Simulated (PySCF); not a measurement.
C₅H₁₂BNSi₂

```xyz
21

Si    2.6442   -1.6216    0.0165
N     1.4889   -0.2967   -0.0883
Si    2.0845    1.2406   -0.7111
B     0.1503   -0.4734    0.3030
C    -0.9393    0.7018    0.1929
C    -1.6892    0.3099   -1.0316
C    -2.9213   -0.1100   -0.6845
C    -3.0924    0.0518    0.7321
C    -1.9633    0.5661    1.2549
H     1.9811   -2.7831    0.5956
H     3.1143   -1.9047   -1.3421
H     3.7452   -1.1660    0.8694
H     1.2672    1.6490   -1.8539
H     2.0436    2.2283    0.3709
H     3.4655    1.0216   -1.1408
H    -0.2072   -1.5220    0.6863
H    -0.4721    1.6840    0.1433
H    -1.2599    0.3254   -2.0174
H    -3.6806   -0.4900   -1.3460
H    -3.9942   -0.1962    1.2642
H    -1.7742    0.8022    2.2868
```

Geometry: GFN2-xTB.

These are results of PBE0/6-31G*, SCF density, gas phase, non-relativistic in PySCF 2.14.0, not measurements.

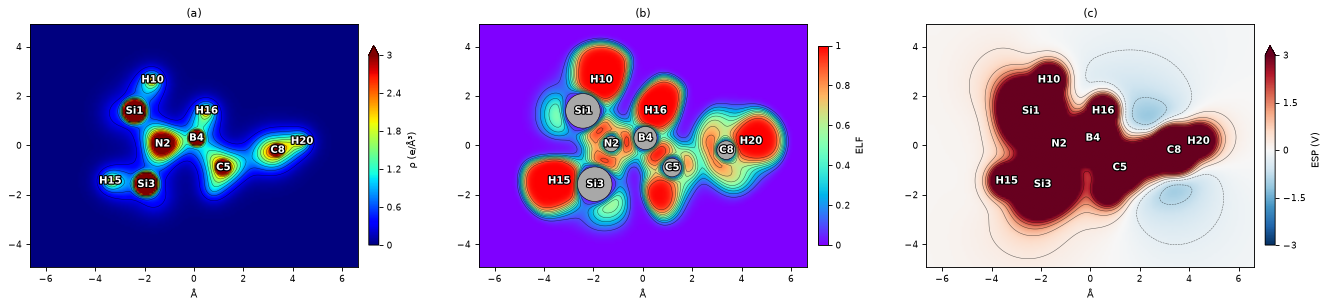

Figure 1. (a) total electron density; (b) ELF; (c) molecular electrostatic potential on the plane of atoms N2, B4 and C5. Grey discs cover the atomic cores in the ELF map.

Question: Interpret the plot.

Answer:
- Atoms in the plane: Si, N, B, C and H.
- B–N (1.41 Å): ρ is about 1.9 e/Å³ halfway; the ELF peaks at about 0.95 between the atoms (a polar covalent bond).
- C–B (1.61 Å): ρ at the midpoint is about 1.3 e/Å³; the ELF peaks at about 0.95 between the atoms (a shared electron pair).
- Si–N (1.76 Å): the density is about 1 e/Å³ at the midpoint; the ELF peaks at about 0.90 between the atoms (a polar covalent bond).
- C–H (1.08 Å): the density is about 2 e/Å³ at the midpoint; the ELF climbs to about 1 towards the hydrogen, as it does in any bond to H; a covalent bond by its length.
- Outside the dense part of the molecule the potential is most negative (−1.1 V) near C8.

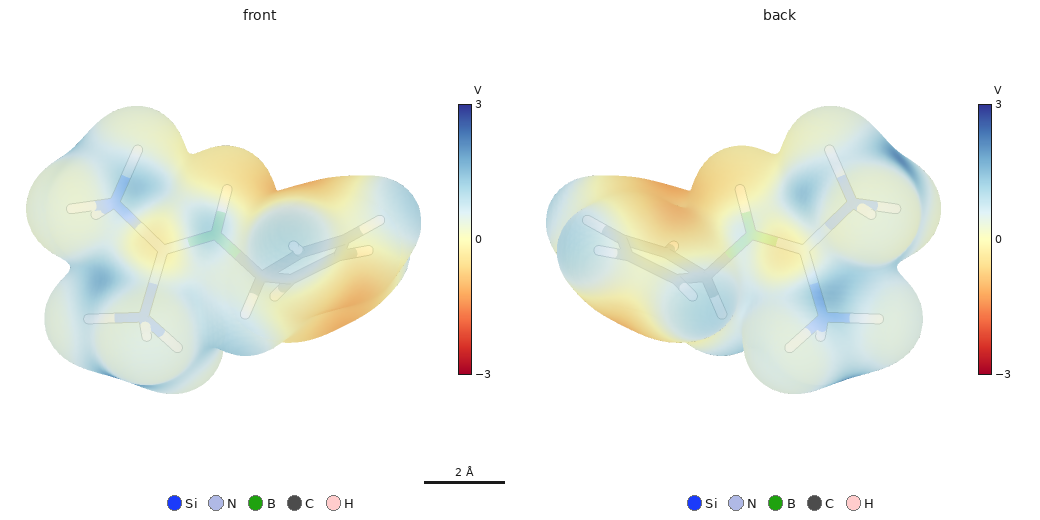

Figure 2. The electrostatic potential painted on the density surface at 0.004 e/bohr³, seen from the front and from behind; red is negative and blue positive.

Question: Describe the electrostatic potential map.

Answer: The most negative region (about −1.0 V) lies over the π face of C6, C7, C8 and C9, the most positive (about +1.9 V) over Si1 and Si3.
